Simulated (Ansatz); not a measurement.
# Ru: faces ranked by energy

Which of these faces of Ru costs least, and does the order hold when functional or mesh changes?

Calculated with Ansatz 0.2.0: Kohn-Sham DFT, PBE, PAW (set soft_2), plane waves; cutoff 420 eV, fermi-dirac smearing of 0.1 eV. Each cell was relaxed with PBE at fixed cell edges, then solved at the other levels. Its free energy less that of as many atoms of bulk Ru (13.661 Å³ an atom, mesh 23×23×13) is divided by the area of its two faces. Cutoffs: 420 eV for PBE and PBEsol; 500 eV for r2SCAN.

Ru(101), as built: Slab of Ru cut on (1 0 1), 12.7 Å thick, 1 x 2 surface cells, both faces free, 15 Å of vacuum; not relaxed. Lattice constants are starting values near those of PBE.

Ru(100), as built: Slab of Ru cut on (1 0 0), 12.5 Å thick, 2 x 1 surface cells, both faces free, 15 Å of vacuum; not relaxed. Lattice constants are starting values near those of PBE.

**Cells**

```
   cell  atoms  area (Å²)                     k-mesh  gain on relaxing (J/m²)  neighbours missing (per Å²)  work function (eV)
Ru(001)     24      25.53   8×8×1 (relaxed on 5×5×1)                    0.075                        0.470                4.99
Ru(101)     28      26.52   7×7×1 (relaxed on 5×5×1)                    0.089                        0.528                4.93
Ru(100)     24      23.24   7×8×1 (relaxed on 4×6×1)                    0.055                        0.516                4.78
Ru(102)     32      34.53   6×7×1 (relaxed on 4×5×1)                    0.147                        0.579                4.52
Ru(112)     22      23.83  10×7×1 (relaxed on 7×5×1)                    0.126                        0.587                4.61
Ru(111)     20      21.11   9×8×1 (relaxed on 6×5×1)                    0.131                        0.616                4.39
Ru(110)     20      20.13   8×8×1 (relaxed on 5×6×1)                    0.069                        0.596                4.43
```

Neighbours are counted within 3.18 Å in the cell as cut, where a bulk atom has 12; the deficit is per area of both faces. The work function is the vacuum level over the Fermi level.

**Surface energy**

In J/m²:

| cell | PBE | PBE, denser mesh | r2SCAN | PBEsol |
| --- | --- | --- | --- | --- |
| Ru(001) | 2.582 | 2.579 | 2.814 | 3.011 |
| Ru(101) | 2.901 | 2.901 | 3.157 | 3.355 |
| Ru(100) | 2.931 | 2.930 | 3.179 | 3.381 |
| Ru(102) | 3.126 | 3.123 | 3.388 | 3.607 |
| Ru(112) | 3.137 | 3.137 | 3.401 | 3.624 |
| Ru(111) | 3.277 | 3.277 | 3.549 | 3.788 |
| Ru(110) | 3.332 | 3.340 | 3.618 | 3.835 |

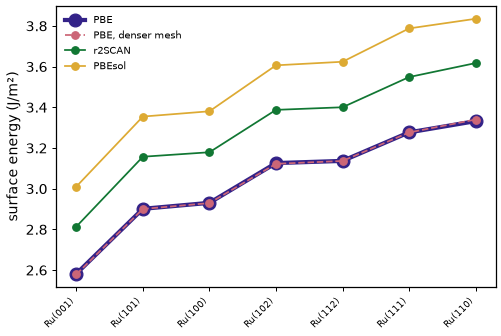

Surface energy by cell, in the order found with PBE.

**Findings**

With PBE the lowest is Ru(001) (2.58 J/m²) and the highest Ru(110) (3.33 J/m²), a ratio of 1.29. PBE on a denser mesh shifts the values by -0.00 to +0.01 J/m² over 7 cells and reverses no pair. r2SCAN shifts the values by +0.23 to +0.29 J/m² over 7 cells and reverses no pair. PBEsol shifts the values by +0.43 to +0.51 J/m² over 7 cells and reverses no pair. A pair counts as reversed only if it differs by over 0.02 J/m² at both levels. The energy rises with the count of missing neighbours per area (correlation +0.97). The work function runs from 4.39 eV on Ru(111) to 4.99 eV on Ru(001).

Limits: The lattice constant is the typed one for every functional. Cells and bulk are sampled on unlike meshes, and thin cells carry size effects; differences of a few hundredths of a J/m² aren't resolved. No reconstruction was sought. Work functions of thin slabs are sensitive to thickness and mesh. These are free energies under a smearing of 0.1 eV, whose entropy term isn't removed. In some runs the program notes that positions were snapped to a detected symmetry and the exchange-correlation potential is rough where the density is thin.

[Logs are printed without paths, hosts, clocks, repeated set-up lines and the standing remarks that a program may print on its own settings, such as how far it seeks lower states.]

[Hosts, paths, dates, database ids (printed as entryN), source tags and the programs' standing remarks are cut or masked in the printed files.]
